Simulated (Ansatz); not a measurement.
**GaH2+ (quintet): wave-function methods side by side, cc-pVQZ**

How much of the correlation energy of GaH2+ (quintet) does each wave-function method recover here?

Computed with Ansatz 0.2.0, Gaussian basis. Level: cc-pVQZ, core rule «outside noble gas», up to 14 orbitals frozen.

To be run: UHF; CCSD(T) on ROHF; CCSD(T) on UHF; BCCD(T) on ROHF; CCSDT(Q) on ROHF; CCSDT(Q) on UHF; Full CI.

9 further runs of the same task are left out: 5 for a known fault of the program, 4 set aside as unsound or not needed.

## 1. The system

The geometry is a PBE0/def2-TZVP stationary point (not a proven minimum) of the parent state, kept for this charge and spin. No spin-orbit coupling is included. The filled d shell of Ga may be among the frozen orbitals whatever the setting's name suggests; the logs give the count.

3 atoms, charge 1, spin multiplicity 5.

Atoms are counted from 1 here; the program's logs count them from 0.

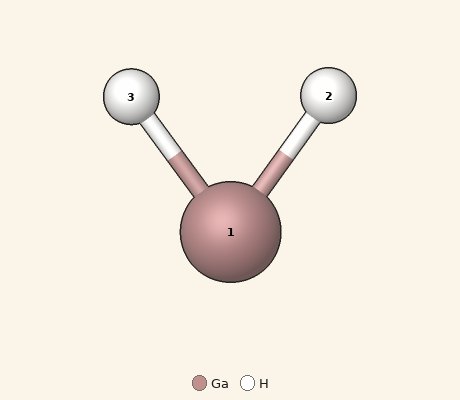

The geometry (gallium pink, hydrogen white); atoms are numbered from 1 in the order of the file.

In the tables R marks a restricted open-shell determinant and U an unrestricted one; energies count from the table's Hartree-Fock row.

## 2. UHF

The input, in.yaml:

```yaml
crystal:
  periodic: [false, false, false]
  atoms:
    - {symbol: Ga, position_ang: [0.000000, 0.000000, -0.040218]}
    - {symbol: H, position_ang: [0.000000, 1.038252, 1.391008]}
    - {symbol: H, position_ang: [0.000000, -1.038252, 1.391008]}
basis:
  gaussian: {orbitals: cc-pVQZ}
total_charge: 1
magnetization: {spin_polarized: true, initial_magnetization: 4}
hamiltonian: {xc: hf}
output: {orbitals: {seedname: orbitals}}
```

The run is started by

```bash
$ ansatz run in.yaml --threads 1 --pin off --events-out ev --progress --plain --max-ram 4096MiB --backend cpu
```

Output:

```text
Functional definition: HF
  name "HF"
  cite "Fock, Z. Phys. 61, 126 (1930) doi:10.1007/BF01340294"
  parent pbe
  exchange = exact_x
  correlation = 0
682 factors; their error is unknown
mean field evaluation 1: about -52349.1785 eV, gradient 6.3e0 eV
mean field evaluation 2: about -52349.6679 eV, gradient 2.4e0 eV
mean field evaluation 4: about -52349.7610 eV, gradient 2.7e-1 eV
mean field evaluation 8: about -52351.0887 eV, gradient 1.2e-1 eV
mean field evaluation 16: about -52350.5091 eV, gradient 6.2e0 eV
mean field -52351.08876631 eV, -1923.8670273195 hartree, gradient 8.0e-6 eV, S^2 6.002515; 0 other end points of the search recorded, 0 dependent functions left out
reference -52351.08876631 eV, -1923.8670273195 hartree; 18, 14 occupied and 110, 114 virtual orbitals, 682 factors
Total energy: -52351.08876631 eV, -1923.8670273195 hartree
```

Wall time 1.1 s (1 thread of AMD EPYC 7R13, shared host).

From the report: ⟨S²⟩ of the determinant 6.003 (pure quintet: 6.00).

## 3. CCSD(T) on ROHF

Edit in.yaml of step 2 so:

```diff
@@ -9,4 +9,3 @@
 total_charge: 1
-magnetization: {spin_polarized: true, initial_magnetization: 4}
-hamiltonian: {xc: hf}
-output: {orbitals: {seedname: orbitals}}
+magnetization: {spin_polarized: false, initial_magnetization: 4}
+correlation: {method: ccsd_t, electrons: outside_noble_gas}
```

The run is started by

```bash
$ ansatz run in.yaml --threads 2 --pin off --events-out ev --progress --plain --max-ram 24576MiB --backend cuda --devices 0, --max-vram 18GiB
```

Output, shortened:

```text
Functional definition: HF
  name "HF"
  cite "Fock, Z. Phys. 61, 126 (1930) doi:10.1007/BF01340294"
  parent pbe
[...]
771 factors; integrals over basis functions are off by at most 9.0e-4 eV
[...]
mean field -52351.04521477 eV, -1923.8654268297 hartree, gradient 1.9e-6 eV, S^2 6.000000; 1 other end points of the search recorded, 0 dependent functions left out
determinant -52351.04521477 eV, -1923.8654268297 hartree, with singles and doubles -52351.44015662 eV, -1923.8799406750 hartree
determinant -52348.74137323 eV, -1923.7807622147 hartree, with singles and doubles -52349.03761966 eV, -1923.7916490703 hartree
14 core orbitals not correlated: weight in the atoms' cores, before any rotation towards them, 0.998 or more for the frozen orbitals, at most 0.002 for the correlated occupied ones
reference -52351.04521477 eV, -1923.8654268297 hartree; 4, 0 occupied and 110, 114 virtual orbitals, 771 factors
second order -0.28032125 eV of doubles, -0.00001019 eV of singles
cycle   1  -0.40358036 eV  change   -7.3e-2 eV  update   1.2e-2
[...]
cycle   7  -0.41220537 eV  change    7.1e-7 eV  update   1.7e-6
perturbative correction -0.00417112 eV, -0.0001532859 hartree
Total energy: -52351.46159126 eV, -1923.8807283835 hartree
```

Wall time 4.1 s (1 × H100 (card shared with other runs) with 2 threads of AMD EPYC 7R13, shared host); peak host memory 0.82 GiB.

From the report: correlation -0.4164 eV; T1 0.010; largest double amplitude 0.04.

## 4. CCSD(T) on UHF

Edit in.yaml of step 3 so:

```diff
@@ -9,3 +9,3 @@
 total_charge: 1
-magnetization: {spin_polarized: false, initial_magnetization: 4}
+magnetization: {spin_polarized: true, initial_magnetization: 4}
 correlation: {method: ccsd_t, electrons: outside_noble_gas}
```

The command is unchanged.

Output, shortened:

```text
Functional definition: HF
  name "HF"
  cite "Fock, Z. Phys. 61, 126 (1930) doi:10.1007/BF01340294"
  parent pbe
[...]
771 factors; integrals over basis functions are off by at most 9.0e-4 eV
[...]
mean field -52351.08950903 eV, -1923.8670546139 hartree, gradient 4.7e-6 eV, S^2 6.002515; 1 other end points of the search recorded, 0 dependent functions left out
determinant -52351.08950903 eV, -1923.8670546139 hartree, with singles and doubles -52351.48260316 eV, -1923.8815005566 hartree
determinant -52348.77506205 eV, -1923.7820002562 hartree, with singles and doubles -52349.07062949 eV, -1923.7928621594 hartree
14 core orbitals not correlated: weight in the atoms' cores, before any rotation towards them, 0.998 or more for the frozen orbitals, at most 0.002 for the correlated occupied ones
reference -52351.08950903 eV, -1923.8670546139 hartree; 4, 0 occupied and 110, 114 virtual orbitals, 771 factors
second order -0.27940806 eV of doubles, -0.00000000 eV of singles
cycle   1  -0.40168420 eV  change   -7.3e-2 eV  update   1.2e-2
[...]
cycle   7  -0.41021787 eV  change    6.6e-7 eV  update   1.7e-6
perturbative correction -0.00413253 eV, -0.0001518677 hartree
Total energy: -52351.50385943 eV, -1923.8822817104 hartree
```

It took 4.1 s on 1 × H100 (card shared with other runs) with 2 threads of AMD EPYC 7R13, shared host; peak host memory 0.81 GiB.

From the report: ⟨S²⟩ of the determinant 6.003 (pure quintet: 6.00); correlation -0.4144 eV; T1 0.010; largest double amplitude 0.04.

## 5. BCCD(T) on ROHF

Edit in.yaml of step 4 so:

```diff
@@ -9,3 +9,3 @@
 total_charge: 1
-magnetization: {spin_polarized: true, initial_magnetization: 4}
-correlation: {method: ccsd_t, electrons: outside_noble_gas}
+magnetization: {spin_polarized: false, initial_magnetization: 4}
+correlation: {method: bccd_t, electrons: outside_noble_gas}
```

Same command.

Output, shortened:

```text
Functional definition: HF
  name "HF"
  cite "Fock, Z. Phys. 61, 126 (1930) doi:10.1007/BF01340294"
  parent pbe
[...]
771 factors; integrals over basis functions are off by at most 9.0e-4 eV
[...]
mean field -52351.04521477 eV, -1923.8654268297 hartree, gradient 1.9e-6 eV, S^2 6.000000; 1 other end points of the search recorded, 0 dependent functions left out
determinant -52351.04521477 eV, -1923.8654268297 hartree, with singles and doubles -52351.44015662 eV, -1923.8799406750 hartree
determinant -52348.74137323 eV, -1923.7807622147 hartree, with singles and doubles -52349.03761966 eV, -1923.7916490703 hartree
14 core orbitals not correlated: weight in the atoms' cores, before any rotation towards them, 0.998 or more for the frozen orbitals, at most 0.002 for the correlated occupied ones
reference -52351.04521477 eV, -1923.8654268297 hartree; 4, 0 occupied and 110, 114 virtual orbitals, 771 factors
second order -0.28032125 eV of doubles, -0.00001019 eV of singles
cycle   1  -0.40426896 eV  change   -7.4e-2 eV  update   1.2e-2
[...]
cycle   7  -0.41206731 eV  change    1.3e-6 eV  update   2.3e-6
perturbative correction -0.00432469 eV, -0.0001589294 hartree
Total energy: -52351.46160676 eV, -1923.8807289534 hartree
```

Run time: 12 s. Hardware: 1 × H100 (card shared with other runs) with 2 threads of AMD EPYC 7R13, shared host; peak host memory 0.82 GiB.

From the report: correlation -0.4164 eV; largest double amplitude 0.04.

## 6. CCSDT(Q) on ROHF

Edit in.yaml of step 5 so:

```diff
@@ -10,2 +10,2 @@
 magnetization: {spin_polarized: false, initial_magnetization: 4}
-correlation: {method: bccd_t, electrons: outside_noble_gas}
+correlation: {method: ccsdt_q, electrons: outside_noble_gas}
```

Launched as before.

Output, shortened:

```text
Functional definition: HF
  name "HF"
  cite "Fock, Z. Phys. 61, 126 (1930) doi:10.1007/BF01340294"
  parent pbe
[...]
1539 factors; integrals over basis functions are off by at most 2.4e-7 eV
[...]
mean field -52351.04521921 eV, -1923.8654269930 hartree, gradient 2.9e-6 eV, S^2 6.000000; 1 other end points of the search recorded, 0 dependent functions left out
determinant -52351.04521921 eV, -1923.8654269930 hartree, with singles and doubles -52351.44015661 eV, -1923.8799406748 hartree
determinant -52348.74137809 eV, -1923.7807623936 hartree, with singles and doubles -52349.03769108 eV, -1923.7916516949 hartree
14 core orbitals not correlated: weight in the atoms' cores, before any rotation towards them, 0.998 or more for the frozen orbitals, at most 0.002 for the correlated occupied ones
reference -52351.04521921 eV, -1923.8654269930 hartree; 4, 0 occupied and 110, 114 virtual orbitals, 1539 factors
second order -0.28031750 eV of doubles, -0.00001019 eV of singles
cycle   1  -0.36128015 eV  change   -8.1e-2 eV  update   2.8e-2
[...]
cycle   9  -0.41790665 eV  change   -2.0e-7 eV  update   2.1e-7
perturbative correction -0.00001175 eV, -0.0000004317 hartree
Total energy: -52351.46313761 eV, -1923.8807852108 hartree
```

Wall time 9.5 s (1 × H100 (card shared with other runs) with 2 threads of AMD EPYC 7R13, shared host); peak host memory 0.88 GiB.

From the report: correlation -0.4179 eV; T1 0.011; largest double amplitude 0.04.

## 7. CCSDT(Q) on UHF

Edit in.yaml of step 6 so:

```diff
@@ -9,3 +9,3 @@
 total_charge: 1
-magnetization: {spin_polarized: false, initial_magnetization: 4}
+magnetization: {spin_polarized: true, initial_magnetization: 4}
 correlation: {method: ccsdt_q, electrons: outside_noble_gas}
```

Launched as before.

Output, shortened:

```text
Functional definition: HF
  name "HF"
  cite "Fock, Z. Phys. 61, 126 (1930) doi:10.1007/BF01340294"
  parent pbe
[...]
1539 factors; integrals over basis functions are off by at most 2.4e-7 eV
[...]
mean field -52351.08951357 eV, -1923.8670547809 hartree, gradient 1.7e-6 eV, S^2 6.002515; 1 other end points of the search recorded, 0 dependent functions left out
determinant -52351.08951357 eV, -1923.8670547809 hartree, with singles and doubles -52351.48260334 eV, -1923.8815005632 hartree
determinant -52348.77506696 eV, -1923.7820004366 hartree, with singles and doubles -52349.07063043 eV, -1923.7928621938 hartree
14 core orbitals not correlated: weight in the atoms' cores, before any rotation towards them, 0.998 or more for the frozen orbitals, at most 0.002 for the correlated occupied ones
reference -52351.08951357 eV, -1923.8670547809 hartree; 4, 0 occupied and 110, 114 virtual orbitals, 1539 factors
second order -0.27940432 eV of doubles, -0.00000000 eV of singles
cycle   1  -0.35986317 eV  change   -8.0e-2 eV  update   2.8e-2
[...]
cycle   9  -0.41586372 eV  change   -2.0e-7 eV  update   2.1e-7
perturbative correction -0.00001189 eV, -0.0000004371 hartree
Total energy: -52351.50538918 eV, -1923.8823379277 hartree
```

It took 13 s on 1 × H100 (card shared with other runs) with 2 threads of AMD EPYC 7R13, shared host; peak host memory 0.89 GiB.

From the report: ⟨S²⟩ of the determinant 6.003 (pure quintet: 6.00); correlation -0.4159 eV; T1 0.010; largest double amplitude 0.04.

## 8. Full CI

Edit in.yaml of step 7 so:

```diff
@@ -9,3 +9,3 @@
 total_charge: 1
-magnetization: {spin_polarized: true, initial_magnetization: 4}
-correlation: {method: ccsdt_q, electrons: outside_noble_gas}
+magnetization: {spin_polarized: false, initial_magnetization: 4}
+correlation: {method: fci, electrons: outside_noble_gas}
```

Launched as before.

Output:

```text
Functional definition: HF
  name "HF"
  cite "Fock, Z. Phys. 61, 126 (1930) doi:10.1007/BF01340294"
  parent pbe
  exchange = exact_x
  correlation = 0
1539 factors; integrals over basis functions are off by at most 2.4e-7 eV
mean field evaluation 1: about -52349.9723 eV, gradient 8.1e0 eV
mean field evaluation 2: about -52350.0153 eV, gradient 8.1e0 eV
mean field evaluation 4: about -52351.0390 eV, gradient 1.1e0 eV
mean field evaluation 8: about -52351.0451 eV, gradient 8.0e-2 eV
mean field evaluation 16: about -52351.0452 eV, gradient 2.9e-6 eV
mean field -52351.04521921 eV, -1923.8654269930 hartree, gradient 2.9e-6 eV, S^2 6.000000; 0 other end points of the search recorded, 0 dependent functions left out
14 core orbitals not correlated: weight in the atoms' cores, before any rotation towards them, 1.000 or more for the frozen orbitals, at most 0.000 for the correlated occupied ones
reference -52351.04521921 eV, -1923.8654269930 hartree; 4, 0 occupied and 110, 114 virtual orbitals, 1539 factors
state -52351.46276400 eV, -1923.8807714811 hartree
Total energy: -52351.46276400 eV, -1923.8807714811 hartree
```

It took 1.8 min on 1 × H100 (card shared with other runs) with 2 threads of AMD EPYC 7R13, shared host; peak host memory 4.6 GiB.

From the report: 1,662,992 determinants, symmetry A2.

## 9. Natural occupations

Natural occupations of the FCI state about the gap (report; correlated orbitals 1 to 10): 0.997, 0.994, 0.991, 0.989, 0.005, 0.005, 0.005, 0.004, 0.002, 0.001. The count of effectively unpaired electrons, Σ n²(2 − n)², is 4.00; a single determinant of this spin has 4.

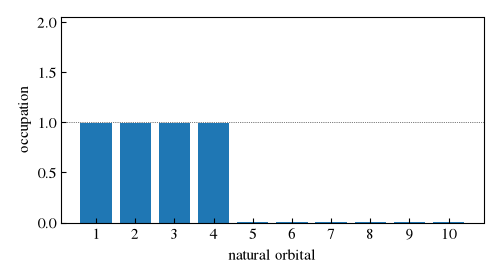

Natural occupations of the FCI state.

## 10. The ladder

The yardstick is full CI for this spin, exact in this basis with these frozen cores. Rows without a time come out of other runs: HF, MP2 and CCSD of CCSD(T), CCSDT of CCSDT(Q).

Differences are taken before rounding.

```csv
method,energy from the lowest RHF (kJ/mol),from FCI (kJ/mol),time
RHF,0.0,+40.3,
UHF,-4.3,+36.0,
RMP2,-27.0,+13.2,
UMP2,-31.2,+9.1,
RCCSD,-39.8,+0.5,
UCCSD,-43.9,-3.6,
RCCSD(T),-40.2,+0.1,4.1 s
UCCSD(T),-44.3,-4.0,4.1 s
BCCD(T),-40.2,+0.1,12 s
RCCSDT,-40.3,0.0,
UCCSDT,-44.4,-4.1,
RCCSDT(Q),-40.3,0.0,9.5 s
UCCSDT(Q),-44.4,-4.1,13 s
FCI,-40.3,0,1.8 min
```

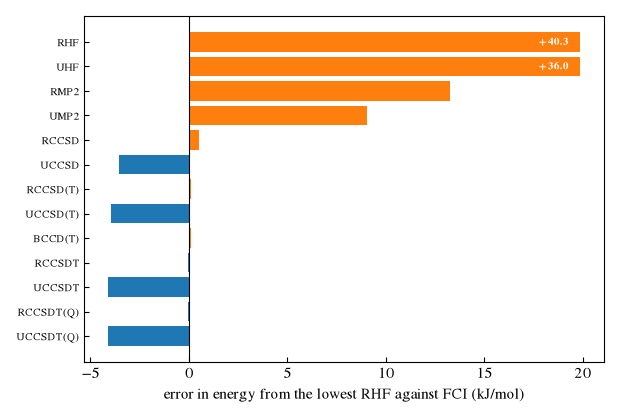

Deviations from FCI, method by method. Bars with a number in them are cut short.

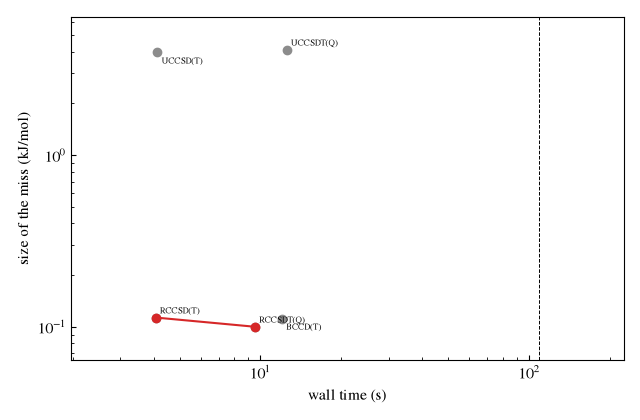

Accuracy for the time spent; red marks the levels that beat every quicker one drawn (of those quicker than the yardstick), and the dashed line is the time of FCI. Misses under 0.1 kJ/mol are drawn at that value. Times are from a shared host.

## 11. What came out

| quantity | value |
| --- | --- |
| FCI below the RHF energy | -0.4175 eV |
| RMP2 from FCI | +13.2 kJ/mol |
| UMP2 from FCI | +9.1 kJ/mol |
| RCCSD from FCI | +0.5 kJ/mol |
| RCCSD(T) from FCI | +0.1 kJ/mol |
| UCCSD(T) from FCI | -4.0 kJ/mol |
| RCCSDT(Q) from FCI | 0.0 kJ/mol |
| UCCSDT(Q) from FCI | -4.1 kJ/mol |
| levels within 1 kcal/mol (43 meV) | RCCSD, UCCSD, RCCSD(T), UCCSD(T), BCCD(T), RCCSDT, UCCSDT, RCCSDT(Q), UCCSDT(Q) |
| T1 diagnostic | 0.010 |
| effectively unpaired electrons | 4.00 |

RCCSD(T) lands +0.1 kJ/mol from the yardstick (0.3 % of the correlation energy). CCSD(T) misses by +0.1 kJ/mol on the restricted determinant and by -4.0 kJ/mol on the unrestricted one; the two need not hold the same state or core. UCCSD, UCCSD(T), UCCSDT, UCCSDT(Q) fall below full CI: unrestricted runs freeze a spin-polarised core, another one than full CI's, and coupled cluster isn't variational. One determinant dominates. These misses are within one basis, not against nature; the frozen cores of restricted and unrestricted runs differ, which can shift their rows.

For cost: RCCSDT(Q) gets within 0.0 kJ/mol in 9.5 s, where FCI took 1.8 min; the quickest level in the cost chart, RCCSD(T), takes 4.1 s and misses by 0.1 kJ/mol.
